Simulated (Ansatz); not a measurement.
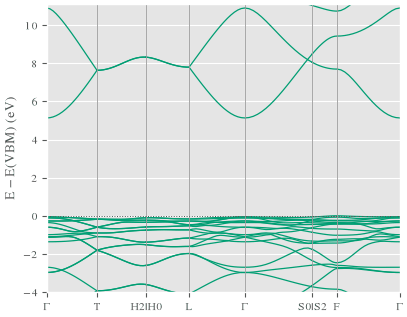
Figure. Band structure from plane-wave PAW r²SCAN (Ansatz code)

Question: Read off the gap and where the band edges lie.

Answer: About 5.1 eV (5.13 eV by a search for the band edges); maximum at F, minimum at Γ.

Question: Pick the material that matches.
A) InF3, R-3c (In on 6b, F on 18e)
B) CaZnC2O6, R-3 (Ca on 3a, Zn on 3b, C on 6c, O on 18f)
C) CdBr2, R-3m (Cd on 3a, Cd on 3b, Br on 6c, Br on 6c)

Answer: A, InF3, R-3c (In on 6b, F on 18e)

The workflow started from a Materials Project entry (that database holds measured and hypothetical structures alike); the Crystallography Open Database files this formula in space group No. 167, but the cells were not matched. Whether it is the stable phase at ambient conditions was not checked. Symmetry was held in the r²SCAN relaxation; its stability against distortions is not shown here. Spin–orbit coupling is left out wherever it is not named.

Potentials: the later of the program's two PAW sets.
